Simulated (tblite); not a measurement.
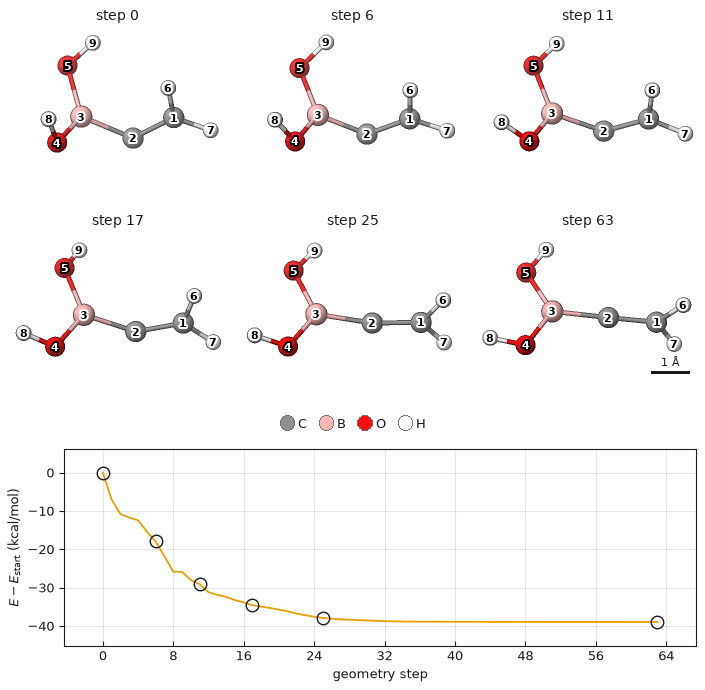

Frames of a relaxation of C2H4BO2 (multiplicity 2), marked on the history of the run. Style: ball-and-stick. Shown at a tilt.

The calculation used GFN2-xTB geometry optimisation, gas phase (tblite). 

Question: What happens along the run?

Answer: The atom that moves furthest after the best rigid fit is H6 (1.24 Å). Largest moves by element: H 1.24 Å, C 1.05 Å, B 0.55 Å, O 0.43 Å. Some distances before and after: B3–O4 1.458 → 1.362 Å, B3–O5 1.466 → 1.379 Å, C1–C2 1.348 → 1.286 Å, O5–H9 1.005 → 0.954 Å. Bond angles that change, for instance: C1–C2–B3 115.6° → 179.0°, B3–O5–H9 104.8° → 115.5°, H6–C1–H7 120.7° → 113.6°. Groups turn about B3–O5 by about 75°, B3–O4 by about 45°. The energy falls by 38.9 kcal/mol in 63 geometry steps. Cost: 0.16 s on 1 thread of Arm Neoverse V2, with other jobs on the host. From step 0 to 6: O and H atoms move most (0.27 Å), energy −18.0 kcal/mol. From step 6 to 11: H8 moves most (0.30 Å), energy −11.1 kcal/mol. From step 11 to 17: H6 moves most (0.32 Å), energy −5.50 kcal/mol. From step 17 to 25: H6 moves most (0.39 Å), energy −3.36 kcal/mol. From step 25 to 63: C2 moves most (0.20 Å), energy −1.02 kcal/mol.

| step | E − E(0), kcal/mol |
| --- | --- |
| 0 | 0.00 |
| 1 | -7.03 |
| 2 | -10.83 |
| 3 | -11.71 |
| 4 | -12.43 |
| 5 | -15.36 |
| 6 | -17.96 |
| 7 | -21.84 |
| 8 | -25.83 |
| 9 | -25.89 |
| 10 | -28.00 |
| 13 | -31.90 |
| 16 | -33.86 |
| 18 | -34.96 |
| 21 | -36.18 |
| 24 | -37.59 |
| 27 | -38.27 |
| 30 | -38.55 |
| 32 | -38.73 |
| 35 | -38.86 |
| 38 | -38.89 |
| 41 | -38.91 |
| 43 | -38.92 |
| 46 | -38.93 |
| 49 | -38.93 |
| 52 | -38.93 |
| 55 | -38.94 |
| 57 | -38.94 |
| 60 | -38.94 |
| 63 | -38.95 |
